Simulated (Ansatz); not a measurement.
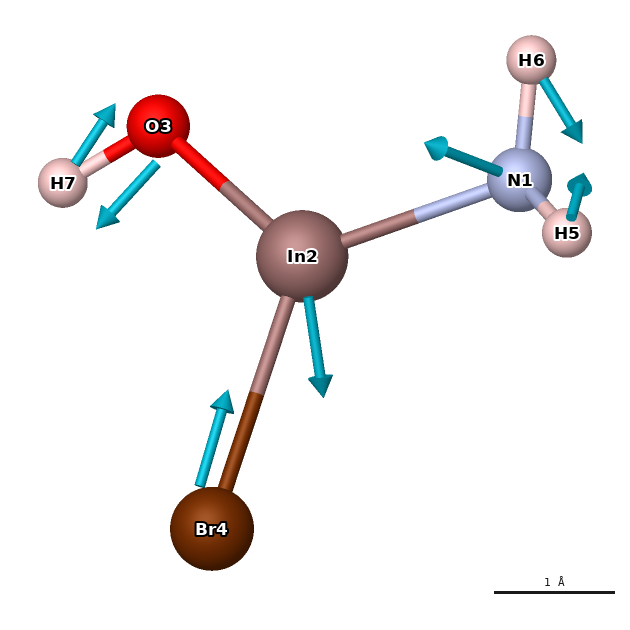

Arrows show the forces on the atoms, 10 Å of arrow for 1 eV/Å; forces under a tenth of the largest aren't drawn. Level of theory: ωB97M-V/def2-TZVPP (Ansatz 0.2.0).

### Along which bond is the force strongest?

In2–Br4, now 2.465 Å: the forces pull its atoms together, so a first step downhill shortens it.

List the force components in the frame of the picture (x right, y up, z towards the viewer), in eV/Å.

```
atom     Fx     Fy     Fz
  N1  −0.06   0.02   0.06
 In2   0.01  −0.09  −0.01
  O3  −0.05  −0.06   0.01
 Br4   0.02   0.08  −0.01
  H5   0.01   0.04  −0.04
  H6   0.03  −0.05   0.00
  H7   0.03   0.05   0.00
```
